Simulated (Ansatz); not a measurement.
Cl2HIn···HCl

Input

```
crystal:
  periodic: [false, false, false]
  atoms:
    - { symbol: In, position_ang: [0.023797, -0.61871, -0.551711] }
    - { symbol: Cl, position_ang: [0.028822, -0.259831, 3.06884] }
    - { symbol: Cl, position_ang: [1.986547, 0.325983, -1.408826] }
    - { symbol: Cl, position_ang: [-1.968063, 0.286621, -1.382929] }
    - { symbol: H, position_ang: [0.046303, -1.956489, 0.582367] }
    - { symbol: H, position_ang: [0.041394, -1.379774, 2.363359] }
basis:
  gaussian: { orbitals: def2-SVP }
hamiltonian:
  xc: hf
relax:
  f_tol: 0.03
  max_steps: 50
output:
  orbitals: {}
```

Launched as:

```sh
ansatz run input.yaml --threads 1 --pin off --max-ram 2048MiB --backend cpu --events-out ev --progress --plain --runs-dir out
```

The fields are those of the run's last geometry, not of the input's.

Core potentials replace the inner electrons of In.

The calculation used RHF/def2-SVP in Ansatz.

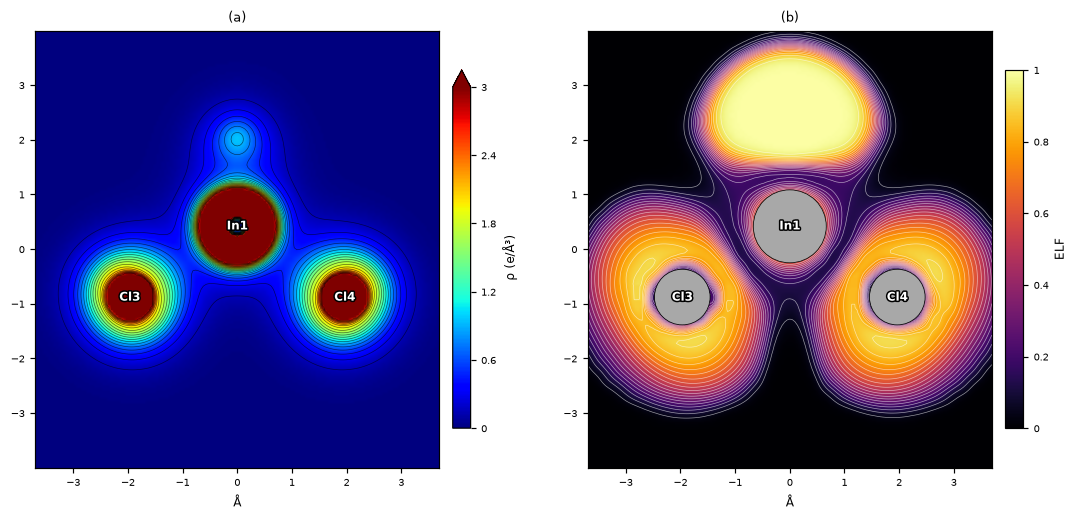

Figure 1. (a) electron density; (b) electron localisation function on the plane of atoms Cl3, In1 and Cl4. Grey discs cover the atomic cores in the ELF map.

**Interpret the plot.**

Atoms in the plane: In and Cl. In–Cl (2.35 Å): ρ is about 0.5 e/Å³ halfway; the ELF peaks at about 0.85 in the valence shell of Cl, 0.8 Å from its nucleus, and drops to about 0.15 between the two atoms. The ELF also peaks beside Cl3 and Cl4, away from the bonds: lone-pair regions.

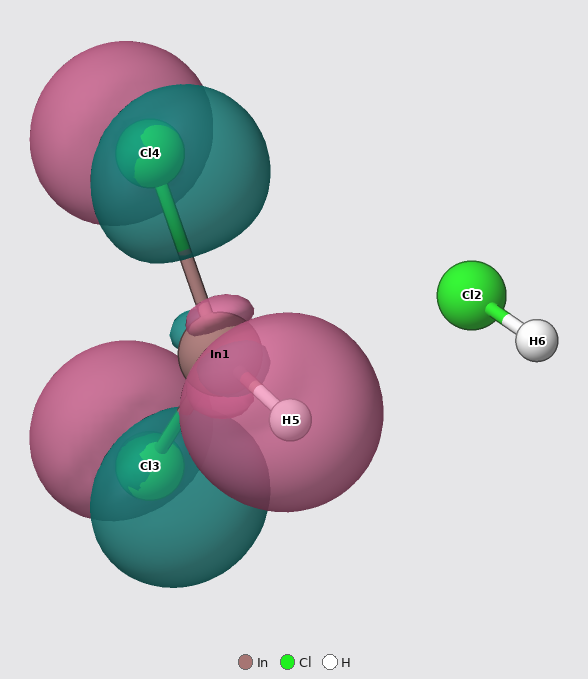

Figure 2. The HOMO at ±0.1 Å⁻³ᐟ² (teal and pink are the two phases), seen at a tilt.

**What is the character of this orbital?**

By Hirshfeld shares it lies mainly on Cl3 (about 35 %), Cl4 (about 35 %), H5 (about 15 %) and In1 (about 15 %). Its energy is −11.62 eV.

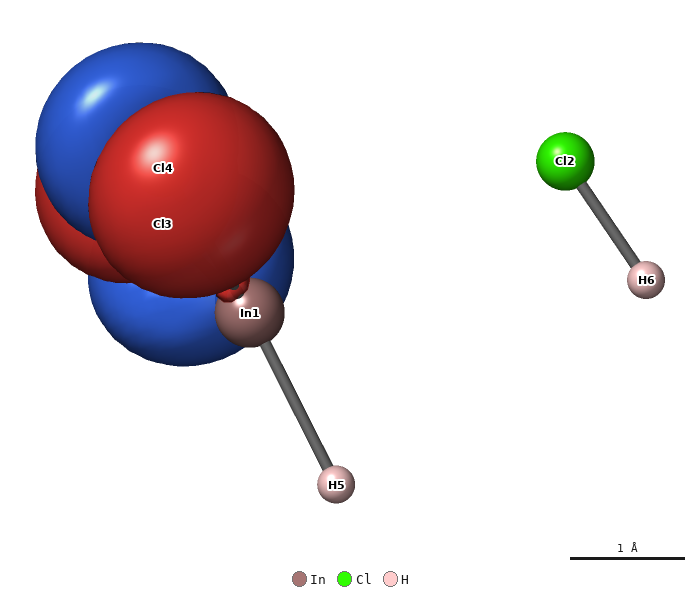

Figure 3. The HOMO−1 at ±0.15 Å⁻³ᐟ² (blue and red are the two phases), seen from one side.

**What is the character of this orbital?**

Its weight (Hirshfeld) is mainly on Cl3 (about 45 %) and Cl4 (about 45 %); largely a combination of lone pairs on Cl3 and Cl4. Its energy is −11.73 eV.
